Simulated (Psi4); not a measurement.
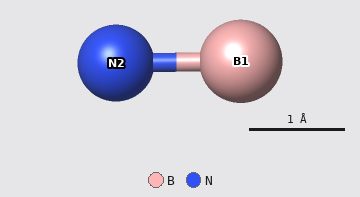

*The input geometry (ball-and-stick view, seen at a tilt; atoms are numbered from 1 in the order of the input).*

Bond lengths as drawn: B–N 1.32 Å.

# Run report: BN, property calculation

System: BN (boron nitride), multiplicity 3.
Method: r2SCAN/cc-pVTZ, UKS (Psi4 1.11).

The geometry comes from this level: PBE0-D4/def2-TZVP.

## What the program printed
```
Psi4 1.11 release

   => Loading Basis Set <=

    Name: CC-PVTZ
    Role: ORBITAL
    Keyword: BASIS

         ---------------------------------------------------------
                                   SCF
                              UKS Reference
                        1 Threads,   1525 MiB Core
         ---------------------------------------------------------

  ==> Geometry <==

    Molecular point group: c1
    Full point group: C_inf_v

    Geometry (in Angstrom), charge = 0, multiplicity = 3:

       Center              X                  Y                   Z               Mass
    ------------   -----------------  -----------------  -----------------  -----------------
         B            0.000000000000     0.000000000000    -0.736460274019    11.009305360000
         N            0.000000000000     0.000000000000     0.579009725981    14.003074004430

  Running in c1 symmetry.

  Rotational constants: A = ************  B =      1.58054  C =      1.58054 [cm^-1]
  Rotational constants: A = ************  B =  47383.48596  C =  47383.48596 [MHz]
  Nuclear repulsion =   14.079532314267903

  Charge       = 0
  Multiplicity = 3
  Electrons    = 12
  Nalpha       = 7
  Nbeta        = 5

  ==> Algorithm <==

  SCF Algorithm Type is PK.
  DIIS enabled.
  MOM disabled.
  Fractional occupation disabled.
  Guess Type is SAD.
  Energy threshold   = 1.00e-10
  Density threshold  = 1.00e-10
  Integral threshold = 1.00e-12

  ==> Primary Basis <==

  Basis Set: CC-PVTZ
    Blend: CC-PVTZ
    Number of shells: 20
    Number of basis functions: 60
    Number of Cartesian functions: 70
    Spherical Harmonics?: true
    Max angular momentum: 3

  ==> DFT Potential <==

   => LibXC <=

    Version 7.1.2

   => Composite Functional: R2SCAN <=

    r2SCAN Meta-GGA XC Functional  (0.1021/acs.jpclett.0c02405)

    Deriv               =              1
    GGA                 =           TRUE
    Meta                =           TRUE

    Exchange Hybrid     =          FALSE
    MP2 Hybrid          =          FALSE

   => Exchange Functionals <=

    1.0000   XC_MGGA_X_R2SCAN

   => Correlation Functionals <=

    1.0000   XC_MGGA_C_R2SCAN

   => LibXC Density Thresholds  <==

    XC_MGGA_C_R2SCAN:  1.00E-15
    XC_MGGA_X_R2SCAN:  1.00E-11

   => Molecular Quadrature <=

    Radial Scheme          =       TREUTLER
    Pruning Scheme         =           NONE
    Nuclear Scheme         =       TREUTLER

    Blocking Scheme        =         OCTREE
    BS radius alpha        =              1
    Pruning alpha          =              1
    Radial Points          =             99
    Spherical Points       =            590
    Total Points           =         112569
    Total Blocks           =            922
    Max Points             =            256
    Max Functions          =             60
    Weights Tolerance      =       1.00E-15

  ==> Integral Setup <==

  Using in-core PK algorithm.
   Calculation information:
      Number of atoms:                   2
      Number of AO shells:              20
      Number of primitives:             52
      Number of atomic orbitals:        70
      Number of basis functions:        60

      Integral cutoff                 1.00e-12
      Number of threads:                 1

  Performing in-core PK
  Using 3350730 doubles for integral storage.
  We computed 22155 shell quartets total.
  Whereas there are 22155 unique shell quartets.

  ==> DiskJK: Disk-Based J/K Matrices <==

    J tasked:                  Yes
    K tasked:                   No
    wK tasked:                  No
    Memory [MiB]:              676
    Schwarz Cutoff:          1E-12

  Cached 100.0% of DFT collocation blocks in 0.457 [GiB].

  Minimum eigenvalue in the overlap matrix is 2.6629151167E-03.
  Reciprocal condition number of the overlap matrix is 6.5441850070E-04.
    Using symmetric orthogonalization.

  ==> Pre-Iterations <==

  SCF Guess: Superposition of Atomic Densities via on-the-fly atomic UHF (no occupation information).

   -------------------------
    Irrep   Nso     Nmo
   -------------------------
     A         60      60
   -------------------------
    Total      60      60
   -------------------------

  ==> Iterations <==

                        Total Energy        Delta E     RMS |[F,P]|

   @UKS iter SAD:   -78.82380133028961   -7.88238e+01   0.00000e+00
   @UKS iter   1:   -79.22915505656763   -4.05354e-01   9.92650e-03 ADIIS/DIIS
   @UKS iter   2:   -77.83182237894289    1.39733e+00   2.44812e-02 ADIIS/DIIS
   @UKS iter   3:   -79.38088624304376   -1.54906e+00   2.38812e-03 ADIIS/DIIS
   @UKS iter   4:   -79.39455925220172   -1.36730e-02   5.99557e-04 ADIIS/DIIS
   @UKS iter   5:   -79.39529115056358   -7.31898e-04   8.51607e-05 DIIS
   @UKS iter   6:   -79.39530570008475   -1.45495e-05   2.84500e-05 DIIS
   @UKS iter   7:   -79.39530750109101   -1.80101e-06   1.08126e-05 DIIS
   @UKS iter   8:   -79.39530782884712   -3.27756e-07   2.45590e-06 DIIS
   @UKS iter   9:   -79.39530788037968   -5.15326e-08   8.47803e-07 DIIS
   @UKS iter  10:   -79.39530788857618   -8.19651e-09   2.74201e-07 DIIS
   @UKS iter  11:   -79.39530788883037   -2.54190e-10   2.66849e-08 DIIS
   @UKS iter  12:   -79.39530788883209   -1.71951e-12   9.41543e-09 DIIS
   @UKS iter  13:   -79.39530788883233   -2.41585e-13   8.44442e-10 DIIS
   @UKS iter  14:   -79.39530788883233    0.00000e+00   4.95848e-10 DIIS
   @UKS iter  15:   -79.39530788883229    4.26326e-14   4.91749e-10 DIIS
   @UKS iter  16:   -79.39530788883232   -2.84217e-14   4.90962e-10 DIIS
   @UKS iter  17:   -79.39530788883233   -1.42109e-14   4.90936e-10 DIIS
   @UKS iter  18:   -79.39530788883233    0.00000e+00   4.90836e-10 DIIS
   @UKS iter  19:   -79.39530788883316   -8.24230e-13   4.87412e-10 DIIS
   @UKS iter  20:   -79.39530788886097   -2.78106e-11   5.23343e-09 DIIS
   @UKS iter  21:   -79.39530788886550   -4.53326e-12   7.91341e-09 DIIS
   @UKS iter  22:   -79.39530788887765   -1.21503e-11   1.93743e-08 DIIS
   @UKS iter  23:   -79.39530788888254   -4.88853e-12   5.18604e-08 DIIS
   @UKS iter  24:   -79.39530788888101    1.53477e-12   6.11340e-08 DIIS
   @UKS iter  25:   -79.39530788888170   -6.96332e-13   5.80346e-08 DIIS
   @UKS iter  26:   -79.39530788888332   -1.62004e-12   4.83028e-08 DIIS
   @UKS iter  27:   -79.39530788888401   -6.82121e-13   4.45866e-08 DIIS
   @UKS iter  28:   -79.39530788888746   -3.45324e-12   6.06528e-09 DIIS
   @UKS iter  29:   -79.39530788888759   -1.27898e-13   3.16768e-09 DIIS
   @UKS iter  30:   -79.39530788888761   -2.84217e-14   1.06543e-09 DIIS
   @UKS iter  31:   -79.39530788888764   -2.84217e-14   4.25334e-12 DIIS
  Energy and wave function converged.

  ==> Post-Iterations <==

   Electrons on quadrature grid:
      Nalpha   =    6.9999999928 ; deviation = -7.203e-09
      Nbeta    =    4.9999999926 ; deviation = -7.427e-09
      Ntotal   =   11.9999999854 ; deviation = -1.463e-08

   @Spin Contamination Metric:   7.079963836E-03
   @S^2 Expected:                2.000000000E+00
   @S^2 Observed:                2.007079964E+00
   @S   Expected:                1.000000000E+00
   @S   Observed:                1.000000000E+00

    Orbital Energies [Eh]
    ---------------------

    Alpha Occupied:

       1A    -14.213096     2A     -6.723435     3A     -0.815901
       4A     -0.381114     5A     -0.349536     6A     -0.296887
       7A     -0.295520

    Alpha Virtual:

       8A     -0.070580     9A     -0.041680    10A      0.115284
      11A      0.175121    12A      0.197380    13A      0.206283
      14A      0.371293    15A      0.375659    16A      0.380754
      17A      0.492171    18A      0.502735    19A      0.523310
      20A      0.544648    21A      0.565566    22A      0.838439
      23A      0.884181    24A      1.078072    25A      1.078818
      26A      1.237967    27A      1.249201    28A      1.249653
      29A      1.369208    30A      1.396028    31A      1.714890
      32A      1.721890    33A      1.722529    34A      1.789077
      35A      1.789870    36A      1.850385    37A      1.862428
      38A      1.894255    39A      1.895038    40A      2.132044
      41A      2.297057    42A      2.311946    43A      2.319594
      44A      3.134961    45A      3.178399    46A      3.362025
      47A      3.967952    48A      3.967966    49A      4.211836
      50A      4.212204    51A      4.558858    52A      4.569866
      53A      4.599626    54A      4.601035    55A      4.603694
      56A      5.060142    57A      5.096699    58A      5.195685
      59A      5.257339    60A      8.610874

    Beta Occupied:

       1A    -14.194108     2A     -6.706667     3A     -0.745475
       4A     -0.322172     5A     -0.278721

    Beta Virtual:

       6A     -0.219725     7A     -0.162366     8A      0.004014
       9A      0.042172    10A      0.139354    11A      0.225029
      12A      0.238580    13A      0.240763    14A      0.419064
      15A      0.424384    16A      0.439136    17A      0.508853
      18A      0.563173    19A      0.578365    20A      0.590372
      21A      0.590561    22A      0.869655    23A      0.941084
      24A      1.121088    25A      1.137773    26A      1.287835
      27A      1.294493    28A      1.331977    29A      1.417747
      30A      1.425967    31A      1.765714    32A      1.767425
      33A      1.781957    34A      1.834517    35A      1.841449
      36A      1.942818    37A      1.954566    38A      1.967509
      39A      1.973200    40A      2.183929    41A      2.355813
      42A      2.363042    43A      2.367309    44A      3.193152
      45A      3.209026    46A      3.397666    47A      4.001624
      48A      4.008111    49A      4.250695    50A      4.252973
      51A      4.600191    52A      4.613847    53A      4.638443
      54A      4.649570    55A      4.651418    56A      5.097564
      57A      5.109805    58A      5.221498    59A      5.281048
      60A      8.630734

    Final Occupation by Irrep:
              A
    DOCC [     5 ]
    SOCC [     2 ]
    NA   [     7 ]
    NB   [     5 ]

  @UKS Final Energy:   -79.39530788888764

   => Energetics <=

    Nuclear Repulsion Energy =             14.0795323142679027
    One-Electron Energy =                -134.5703501794665158
    Two-Electron Energy =                  51.8832648752673862
    DFT Exchange-Correlation Energy =     -10.7877548989564183
    Empirical Dispersion Energy =           0.0000000000000000
    VV10 Nonlocal Energy =                  0.0000000000000000
    Total Energy =                        -79.3953078888876433

  UHF NO Occupations:
  HONO-2 :    5  A 1.9980738
  HONO-1 :    6  A 1.0000000
  HONO-0 :    7  A 1.0000000
  LUNO+0 :    8  A 0.0019262
  LUNO+1 :    9  A 0.0009440
  LUNO+2 :   10  A 0.0006695
  LUNO+3 :   11  A 0.0000016

Computation Completed

Properties will be evaluated at   0.000000,   0.000000,   0.000000 [a0]

Properties computed using the SCF density matrix

 Multipole Moments:

 ------------------------------------------------------------------------------------
     Multipole            Electronic (a.u.)      Nuclear  (a.u.)        Total (a.u.)
 ------------------------------------------------------------------------------------

 L = 1.  Multiply by 2.5417464519 to convert [e a0] to [Debye]
 Dipole X            :         -0.0000000            0.0000000           -0.0000000
 Dipole Y            :         -0.0000000            0.0000000           -0.0000000
 Dipole Z            :         -1.5050041            0.7006475           -0.8043566
 Magnitude           :                                                    0.8043566

 ------------------------------------------------------------------------------------

	total time  =         26 seconds =       0.43 minutes

Properties will be evaluated at   0.000000,   0.000000,   0.000000 [a0]
OEProp: No title given, name of density matrix used for the following properties is 'SCF alpha density'

 Multipole Moments:

 ------------------------------------------------------------------------------------
     Multipole            Electronic (a.u.)      Nuclear  (a.u.)        Total (a.u.)
 ------------------------------------------------------------------------------------

 L = 1.  Multiply by 2.5417464519 to convert [e a0] to [Debye]
 Dipole X            :         -0.0000000            0.0000000           -0.0000000
 Dipole Y            :         -0.0000000            0.0000000           -0.0000000
 Dipole Z            :         -1.5050041            0.7006475           -0.8043566
 Magnitude           :                                                    0.8043566

 L = 2.  Multiply by 1.3450342976 to convert [e a0^2] to [Debye ang]
 Quadrupole XX       :         -8.9395533            0.0000000           -8.9395533
 Quadrupole XY       :         -0.0000074            0.0000000           -0.0000074
 Quadrupole XZ       :          0.0000000            0.0000000            0.0000000
 Quadrupole YY       :         -7.4916701            0.0000000           -7.4916701
 Quadrupole YZ       :         -0.0000000            0.0000000           -0.0000000
 Quadrupole ZZ       :        -26.9133218           18.0647118           -8.8486100
 Traceless XX        :          5.5086284           -6.0215706           -0.5129422
 Traceless YY        :          6.9565116           -6.0215706            0.9349410
 Traceless ZZ        :        -12.4651400           12.0431412           -0.4219988

 ------------------------------------------------------------------------------------
  Mulliken Charges: (a.u.)
   Center  Symbol    Alpha    Beta     Spin     Total
       1     B     3.05552  1.84627  1.20925  0.09821
       2     N     3.94448  3.15373  0.79075 -0.09821

   Total alpha =  7.00000, Total beta =  5.00000, Total charge =  0.00000

  Lowdin Charges: (a.u.)
   Center  Symbol    Alpha    Beta     Spin     Total
       1     B     3.25159  1.99379  1.25779 -0.24538
       2     N     3.74841  3.00621  0.74221  0.24538

  Total alpha =  7.00000, Total beta =  5.00000, Total charge =  0.00000

  Variable Map:
  ----------------------------------------------------------------------------
  "CURRENT ENERGY"              =>     -79.395307888888
  "CURRENT REFERENCE ENERGY"    =>     -79.395307888888
  "DD SOLVATION ENERGY"         =>       0.000000000000
  "DFT FUNCTIONAL TOTAL ENERGY" =>     -79.395307888888
  "DFT TOTAL ENERGY"            =>     -79.395307888888
  "DFT VV10 ENERGY"             =>       0.000000000000
  "DFT XC ENERGY"               =>     -10.787754898956
  "GRID ELECTRONS ALPHA"        =>       6.999999992797
  "GRID ELECTRONS BETA"         =>       4.999999992573
  "GRID ELECTRONS TOTAL"        =>      11.999999985370
  "NUCLEAR REPULSION ENERGY"    =>      14.079532314268
  "ONE-ELECTRON ENERGY"         =>    -134.570350179467
  "PCM POLARIZATION ENERGY"     =>       0.000000000000
  "PE ENERGY"                   =>       0.000000000000
  "SCF ITERATION ENERGY"        =>     -79.395307888888
  "SCF ITERATIONS"              =>      31.000000000000
  "SCF TOTAL ENERGY"            =>     -79.395307888888
  "TWO-ELECTRON ENERGY"         =>      51.883264875267
  "XC GRID RADIAL POINTS"       =>      99.000000000000
  "XC GRID SPHERICAL POINTS"    =>     590.000000000000
  "XC GRID TOTAL POINTS"        =>  112569.000000000000

  Array Variable Map:
  ----------------------------------------------------------------------------
  "CURRENT DIPOLE"              =>      -0.000000000021 ... -0.804356594259 1 by 3
  "DIPOLE"                      =>      -0.000000000021 ... -0.804356594259 1 by 3
  "QUADRUPOLE"                  =>      -8.939553306796 ... -8.848609992077 1 by 6
  "SCF DIPOLE"                  =>      -0.000000000021 ... -0.804356594259 1 by 3
  "SCF TOTAL ENERGIES"          =>     -78.823801330290 ... -79.395307888888 1 by 32

    Psi4 run time: 0:00:26.73
```

The run was set up as follows.

## Input (job.dat)
```
memory 1.6 GB

molecule geom {
  0 3
  B      0.000000     0.000000    -0.023520
  N      0.000000     0.000000     1.291950
  units angstrom
  symmetry c1
}

set {
  reference uks
  puream true
  scf_type pk
  dft_radial_points 99
  dft_spherical_points 590
  d_convergence 1e-10
  e_convergence 1e-10
  maxiter 100
}

result, w = energy("r2scan/cc-pVTZ", return_wfn=True)
oeprop(w, "DIPOLE", "QUADRUPOLE", "MULLIKEN_CHARGES", "LOWDIN_CHARGES")
print_variables()
```

Run as:
```bash
psi4 -i job.dat -o job.out -n 1
```

## Key numbers

- outcome: converged
- total energy: −79.395308 hartree
- basis functions: 60
- ⟨S²⟩: 2.007
- dipole moment: 2.04 D
- hardware: 1 thread of Intel Xeon @ 2.70GHz, 189 GiB of memory available, shared host
- wall time: 28 s
- peak memory: 0.73 GiB
